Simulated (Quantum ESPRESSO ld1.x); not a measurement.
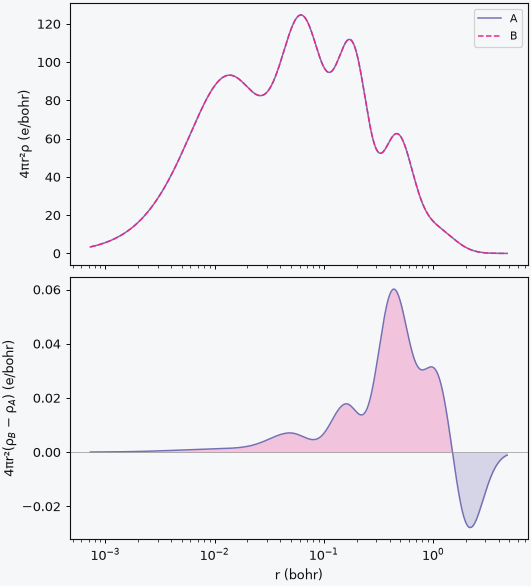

Tm²⁺ (Z = 69, 67 electrons) in [Xe] 4f13 (high spin) was computed by two methods: LDA (Perdew-Wang); exchange-only LDA. Both runs are scalar-relativistic, spin-polarised and spherical. Computed with Quantum ESPRESSO ld1.x 7.5.

The plot shows both radial densities and the radial density of run B less that of run A; on the logarithmic r axis, areas aren't charges.

A is exchange-only LDA and B is LDA (Perdew-Wang).

How do the two densities differ?

Answer. B holds 0.042 electrons more than A where the difference is positive (most at r = 0.44 bohr) and as many fewer where it is negative (most at r = 2.2 bohr), out of 67 electrons.
